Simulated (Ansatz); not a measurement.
# A computed series for Cu: pressure series

The reference is Cu in the fcc (Cu type) structure (space group Fm-3m, No. 225; a = 3.5768 Å).

Cell and atoms are relaxed at each pressure.

All numbers come from r2SCAN/PAW in Ansatz (a first-principles code), scalar-relativistic without spin-orbit coupling.

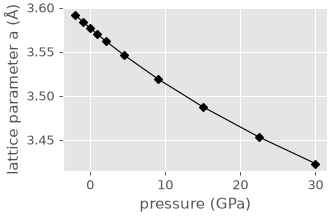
Figure. Lattice parameter a against pressure

Problem. From the plot, what is the lattice parameter a for pressure 9 GPa?

Solution. About 3.52 Å.

Problem. Is the trend monotonic over the range shown?

Solution. Yes, it falls throughout, spanning 3.423 Å to 3.592 Å.

Load acts through the strain it causes; cell and atoms are relaxed under it. Whether these cells are dynamically stable was not tested. Competing high-pressure phases were not computed. All final runs are without spin polarisation.
